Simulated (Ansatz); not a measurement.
**Geometry relaxation, with input and output: GaBSiH₆O (part 1 of 2)**

- system: GaBSiH₆O, SMILES [OH][GaH][BH][SiH3]
- method: RKS PBE0-D4/def2-TZVP (Ansatz 0.2.0)

The geometry: GFN2-xTB start. Figures and captions count atoms from 1; the log counts them from 0 in places.

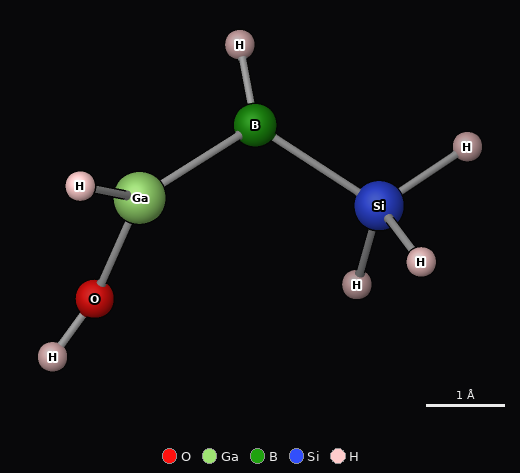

Figure 1. The starting structure (ball-and-stick view, seen at a tilt). Sticks mark near contacts.

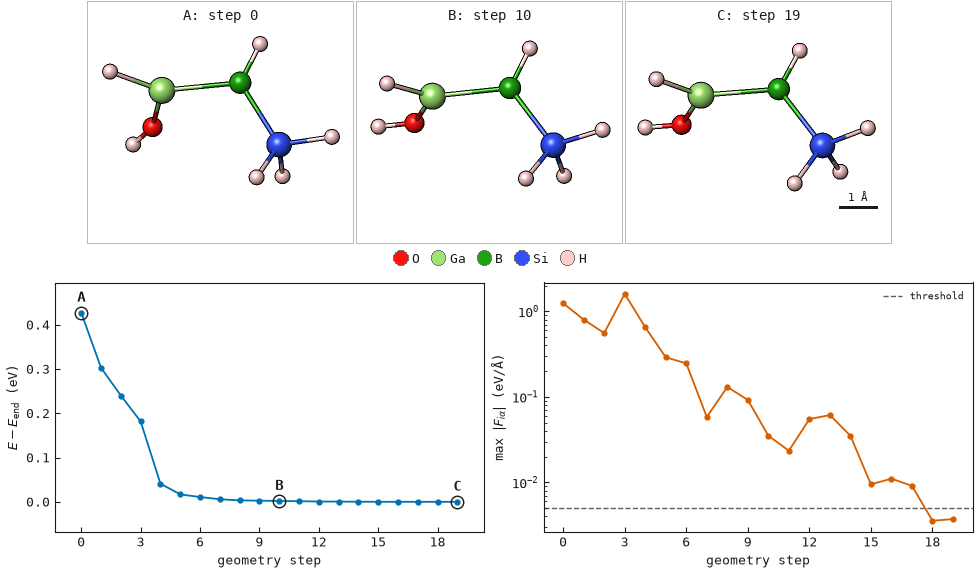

Figure 2. Frames of the relaxation (ball-and-stick view, seen at a tilt) above the curves, on which the letters mark them (the first geometry is step 0 here and step 1 in the log).

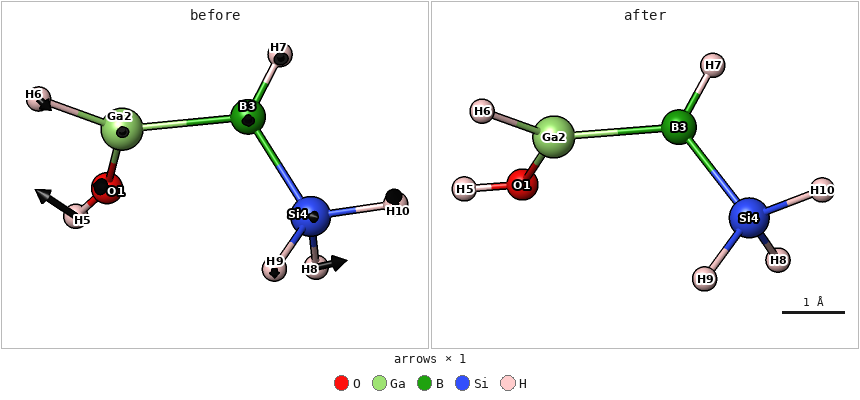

Figure 3. Before (left) and after (right) the relaxation, at one scale (ball-and-stick view, seen at a tilt). The black arrows give the displacements, at true length. The largest move after the best rigid fit is that of H5, 0.85 Å. By element the largest moves are H 0.85 Å, O 0.42 Å, B 0.25 Å, Ga 0.25 Å, Si 0.21 Å. Among the contacts that change: O1–Ga2 1.727 → 1.797 Å, B3–Si4 1.958 → 2.004 Å, Ga2–H6 1.607 → 1.575 Å, B3–H7 1.171 → 1.198 Å. Among the angles that change: Ga2–O1–H5 155.7° → 113.5°, B3–Ga2–H6 139.7° → 129.8°, O1–Ga2–B3 106.7° → 115.0°. After 19 geometry steps the energy has fallen by 0.427 eV. The largest force component goes from 1.2 to 0.0037 eV/Å. (Atoms are counted from 1 in the order of the input.)

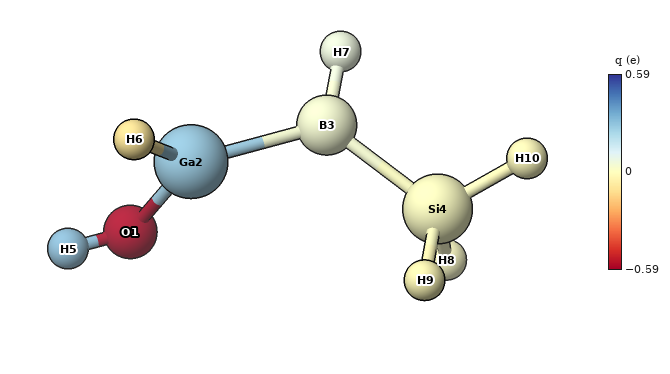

Figure 4. Mulliken charges, as the colour of each atom (ball-and-stick view, seen at a tilt; atoms are numbered from 1 in the order of the input; Mulliken charges depend strongly on the basis). By element: O −0.56, Ga +0.28, B +0.04, Si 0.00 and H −0.08 to +0.31 e.

The input that produced these results follows, with the program's output.

The input:
```yaml
crystal:
  periodic: [false, false, false]
  atoms:
    - {symbol: O, position_ang: [-1.825350, 1.043800, -0.928810]}
    - {symbol: Ga, position_ang: [-0.647620, 1.592390, 0.208450]}
    - {symbol: B, position_ang: [1.044060, 0.400180, -0.057440]}
    - {symbol: Si, position_ang: [0.864050, -1.510430, 0.330790]}
    - {symbol: H, position_ang: [-2.668680, 1.039270, -1.370910]}
    - {symbol: H, position_ang: [-1.138450, 2.843290, 1.088990]}
    - {symbol: H, position_ang: [1.998140, 0.838770, -0.575150]}
    - {symbol: H, position_ang: [0.069000, -2.178730, -0.713820]}
    - {symbol: H, position_ang: [0.180400, -1.799060, 1.608450]}
    - {symbol: H, position_ang: [2.124440, -2.269480, 0.409460]}
basis:
  gaussian: {orbitals: def2-TZVP}
hamiltonian: {xc: pbe0, dispersion: d4}
relax: {f_tol: 0.005, max_steps: 150}
```

Command:
```bash
ansatz run in.yaml --threads 4 --pin off --events-out ev --progress --plain --max-ram 10444MiB
```

What the program printed:
```
Functional definition: PBE0
  name "PBE0"
  cite "Adamo & Barone, J. Chem. Phys. 110, 6158 (1999) doi:10.1063/1.478522"
  cite "Perdew, Burke & Ernzerhof, Phys. Rev. Lett. 77, 3865 (1996) doi:10.1103/PhysRevLett.77.3865"
  parent pbe
  parameter a = 0.25
  parameter kappa = 0.804
  parameter beta = 0.06672455060314922
  exchange = (1 - a)*pbe_x(kappa = kappa, mu = beta*pi^2/3) + a*exact_x
  correlation = pbe_c(beta = beta)
1265 factors; their error is unknown
mean field evaluation 1: about -63056.4103 eV, gradient 6.4e1 eV
mean field evaluation 2: about -63020.9248 eV, gradient 1.4e2 eV
mean field evaluation 4: about -63063.0212 eV, gradient 1.0e1 eV
mean field evaluation 8: about -63063.1899 eV, gradient 1.4e-1 eV
mean field evaluation 16: about -63063.4130 eV, gradient 9.8e-5 eV
mean field -63063.41295236 eV, -2317.5376800828 hartree, gradient 2.8e-5 eV, S^2 0.000000; 0 other end points of the search recorded, 0 dependent functions left out
the calculation of the forces begins
reference -63063.41299075 eV, -2317.5376814936 hartree; 32, 32 occupied and 151, 151 virtual orbitals, 1265 factors
relax step   1: F+E_penalty+E_count = -63063.59020957 eV  Δ(F+E_penalty+E_count) = +0.000e0 eV  max|allowed force component| = 1.245e0 eV/Å  Δτ_max = 0.0000 Å  (29 SCF iters, accepted)
these checks for a lower state are left out or cut short: starts, cluster_reference, orbital_swaps, neighbouring_geometries, increment
1265 factors; their error is unknown
mean field -63063.53876539 eV, -2317.5423036263 hartree, gradient 2.7e-5 eV, S^2 0.000000; 0 other end points of the search recorded, 0 dependent functions left out
[... from here on the field's lines of each further geometry are left out, up to the last ...]
relax step   2: F+E_penalty+E_count = -63063.71463855 eV  Δ(F+E_penalty+E_count) = -1.244e-1 eV  max|allowed force component| = 8.024e-1 eV/Å  Δτ_max = 0.0764 Å  (33 SCF iters, accepted)
relax step   3: F+E_penalty+E_count = -63063.77715301 eV  Δ(F+E_penalty+E_count) = -6.251e-2 eV  max|allowed force component| = 5.586e-1 eV/Å  Δτ_max = 0.1543 Å  (33 SCF iters, accepted)
relax step   4: F+E_penalty+E_count = -63063.83572988 eV  Δ(F+E_penalty+E_count) = -5.858e-2 eV  max|allowed force component| = 1.605e0 eV/Å  Δτ_max = 0.1978 Å  (31 SCF iters, accepted)
relax step   5: F+E_penalty+E_count = -63063.97642762 eV  Δ(F+E_penalty+E_count) = -1.407e-1 eV  max|allowed force component| = 6.522e-1 eV/Å  Δτ_max = 0.2000 Å  (33 SCF iters, accepted)
relax step   6: F+E_penalty+E_count = -63064.00044753 eV  Δ(F+E_penalty+E_count) = -2.402e-2 eV  max|allowed force component| = 2.912e-1 eV/Å  Δτ_max = 0.1447 Å  (32 SCF iters, accepted)
relax step   7: F+E_penalty+E_count = -63064.00652585 eV  Δ(F+E_penalty+E_count) = -6.078e-3 eV  max|allowed force component| = 2.464e-1 eV/Å  Δτ_max = 0.0501 Å  (32 SCF iters, accepted)
relax step   8: F+E_penalty+E_count = -63064.01153919 eV  Δ(F+E_penalty+E_count) = -5.013e-3 eV  max|allowed force component| = 5.822e-2 eV/Å  Δτ_max = 0.0567 Å  (31 SCF iters, accepted)
relax step   9: F+E_penalty+E_count = -63064.01400860 eV  Δ(F+E_penalty+E_count) = -2.469e-3 eV  max|allowed force component| = 1.308e-1 eV/Å  Δτ_max = 0.0882 Å  (31 SCF iters, accepted)
relax step  10: F+E_penalty+E_count = -63064.01476383 eV  Δ(F+E_penalty+E_count) = -7.552e-4 eV  max|allowed force component| = 9.227e-2 eV/Å  Δτ_max = 0.0553 Å  (32 SCF iters, accepted)
relax step  11: F+E_penalty+E_count = -63064.01535135 eV  Δ(F+E_penalty+E_count) = -5.875e-4 eV  max|allowed force component| = 3.521e-2 eV/Å  Δτ_max = 0.0136 Å  (32 SCF iters, accepted)
relax step  12: F+E_penalty+E_count = -63064.01596429 eV  Δ(F+E_penalty+E_count) = -6.129e-4 eV  max|allowed force component| = 2.349e-2 eV/Å  Δτ_max = 0.0374 Å  (32 SCF iters, accepted)
relax step  13: F+E_penalty+E_count = -63064.01665712 eV  Δ(F+E_penalty+E_count) = -6.928e-4 eV  max|allowed force component| = 5.500e-2 eV/Å  Δτ_max = 0.0661 Å  (32 SCF iters, accepted)
relax step  14: F+E_penalty+E_count = -63064.01677005 eV  Δ(F+E_penalty+E_count) = -1.129e-4 eV  max|allowed force component| = 6.139e-2 eV/Å  Δτ_max = 0.0868 Å  (30 SCF iters, accepted)
relax step  15: F+E_penalty+E_count = -63064.01712683 eV  Δ(F+E_penalty+E_count) = -3.568e-4 eV  max|allowed force component| = 3.513e-2 eV/Å  Δτ_max = 0.0245 Å  (33 SCF iters, accepted)
relax step  16: F+E_penalty+E_count = -63064.01724246 eV  Δ(F+E_penalty+E_count) = -1.156e-4 eV  max|allowed force component| = 9.495e-3 eV/Å  Δτ_max = 0.0069 Å  (34 SCF iters, accepted)
relax step  17: F+E_penalty+E_count = -63064.01729207 eV  Δ(F+E_penalty+E_count) = -4.961e-5 eV  max|allowed force component| = 1.107e-2 eV/Å  Δτ_max = 0.0249 Å  (33 SCF iters, accepted)
relax step  18: F+E_penalty+E_count = -63064.01731918 eV  Δ(F+E_penalty+E_count) = -2.711e-5 eV  max|allowed force component| = 9.127e-3 eV/Å  Δτ_max = 0.0125 Å  (33 SCF iters, accepted)
relax step  19: F+E_penalty+E_count = -63064.01732862 eV  Δ(F+E_penalty+E_count) = -9.440e-6 eV  max|allowed force component| = 3.566e-3 eV/Å  Δτ_max = 0.0032 Å  (25 SCF iters, accepted)
the calculation of the forces begins
reference -63063.84790662 eV, -2317.5536643568 hartree; 32, 32 occupied and 151, 151 virtual orbitals, 1265 factors
relax step  20: F+E_penalty+E_count = -63064.01733610 eV  Δ(F+E_penalty+E_count) = -7.484e-6 eV  max|allowed force component| = 3.727e-3 eV/Å  Δτ_max = 0.0052 Å  (24 SCF iters, accepted)
1265 factors; their error is unknown
mean field evaluation 160: about -63063.6264 eV, gradient 2.4e-2 eV
mean field -63063.84786901 eV, -2317.5536629746 hartree, gradient 2.2e-5 eV, S^2 0.000000; 1 other end points of the search recorded, 0 dependent functions left out
the calculation of the forces begins
reference -63063.84790662 eV, -2317.5536643568 hartree; 32, 32 occupied and 151, 151 virtual orbitals, 1265 factors
Total energy: -63064.01737371 eV, -2317.5598921576 hartree
Atom 0 at    -2.054448     1.247184    -1.209269 Å, force    -0.003000     0.003229     0.000622 eV/Å
Atom 1 at    -0.761045     1.482706     0.016001 Å, force    -0.001666    -0.000439     0.000715 eV/Å
Atom 2 at     0.897792     0.263018    -0.214295 Å, force     0.000432     0.000029    -0.001540 eV/Å
Atom 3 at     0.991712    -1.621677     0.460486 Å, force    -0.000484     0.000048     0.000011 eV/Å
Atom 4 at    -2.815744     1.815455    -1.075667 Å, force     0.003727    -0.002511    -0.000492 eV/Å
Atom 5 at    -1.075494     2.556964     1.123411 Å, force    -0.000056     0.000044    -0.000142 eV/Å
Atom 6 at     1.843583     0.671148    -0.826783 Å, force     0.000442    -0.000253    -0.000079 eV/Å
Atom 7 at     0.549085    -2.437768    -0.711729 Å, force     0.000408     0.000686     0.001927 eV/Å
Atom 8 at     0.065433    -1.911143     1.589540 Å, force     0.001941    -0.000769    -0.001448 eV/Å
Atom 9 at     2.359115    -2.065887     0.848315 Å, force    -0.001744    -0.000065     0.000424 eV/Å
Dipole moment:     0.081882     0.193383     0.177449 e Å
```

Trajectory as extended XYZ (Å, eV, eV/Å), 20 frames, from step=1 to step=20:
```
10
Properties=species:S:1:pos:R:3:forces:R:3 step=1 energy=-63063.59021
O    -1.8254    1.0438   -0.9288   -0.6686  -1.0076  -1.2449
Ga   -0.6476    1.5924    0.2084    0.4104   1.0464   0.9760
B     1.0441    0.4002   -0.0574   -0.7138   0.4337   0.0672
Si    0.8640   -1.5104    0.3308    0.2550  -0.7574   0.3649
H    -2.6687    1.0393   -1.3709    0.0308   0.3706   0.3349
H    -1.1384    2.8433    1.0890    0.2671  -0.3815  -0.1168
H     1.9981    0.8388   -0.5752    0.5363   0.2237  -0.2414
H     0.0690   -2.1787   -0.7138   -0.2562   0.0523  -0.3496
H     0.1804   -1.7991    1.6084   -0.2213   0.1197   0.2353
H     2.1244   -2.2695    0.4095    0.3602  -0.1000  -0.0256
10
Properties=species:S:1:pos:R:3:forces:R:3 step=2 energy=-63063.71464
O    -1.8608    1.0376   -0.9658   -0.1884  -0.7777  -0.8024
Ga   -0.6635    1.6117    0.1716    0.1626   0.3448   0.5108
B     1.0055    0.3860   -0.0746   -0.1015   0.2344   0.1086
Si    0.8979   -1.5521    0.3603   -0.0563  -0.1293   0.0944
H    -2.7139    1.0739   -1.3839   -0.0809   0.4291   0.3020
H    -1.0808    2.8043    1.1204    0.0794  -0.0892  -0.0567
H     1.9947    0.8406   -0.5534    0.1648   0.0527  -0.1350
H     0.0701   -2.1394   -0.7313   -0.0172  -0.0245  -0.0504
H     0.1617   -1.7741    1.6377    0.0203  -0.0321   0.0099
H     2.1892   -2.2884    0.4190    0.0173  -0.0081   0.0188
10
Properties=species:S:1:pos:R:3:forces:R:3 step=3 energy=-63063.77715
O    -1.9127    1.0550   -1.0285   -0.0259  -0.5586  -0.5342
Ga   -0.6961    1.5632    0.1617   -0.1324   0.1532  -0.0667
B     1.0037    0.3827   -0.0718    0.0897  -0.0855  -0.0664
Si    0.9271   -1.5724    0.3962   -0.0577   0.1596  -0.0281
H    -2.7766    1.2119   -1.4125    0.2795   0.3795   0.5235
H    -1.0498    2.7350    1.1375   -0.0622   0.0480   0.0737
H     1.9906    0.8378   -0.5922   -0.1463  -0.0399   0.0657
H     0.0948   -2.1361   -0.7192    0.0907  -0.0162   0.1094
H     0.1838   -1.7852    1.6777    0.0791  -0.0564  -0.0970
H     2.2351   -2.2919    0.4512   -0.1146   0.0162   0.0202
10
Properties=species:S:1:pos:R:3:forces:R:3 step=4 energy=-63063.83573
O    -1.9427    1.0656   -1.1217   -1.0862   0.1910  -0.5797
Ga   -0.7216    1.5357    0.1181   -0.3647  -0.0777  -0.3458
B     0.9856    0.3695   -0.0930    0.3304  -0.2386  -0.0546
Si    0.9640   -1.5918    0.4385   -0.1290   0.3601  -0.1966
H    -2.8360    1.3991   -1.3887    1.6052  -0.2197   0.8719
H    -1.0516    2.6517    1.1574   -0.1261   0.1292   0.0830
H     1.9682    0.8392   -0.6329   -0.3175  -0.1604   0.1593
H     0.1393   -2.1517   -0.6940    0.1494  -0.0330   0.2012
H     0.2138   -1.8162    1.7166    0.1005  -0.0230  -0.1471
H     2.2809   -2.3010    0.4999   -0.1619   0.0721   0.0086
```
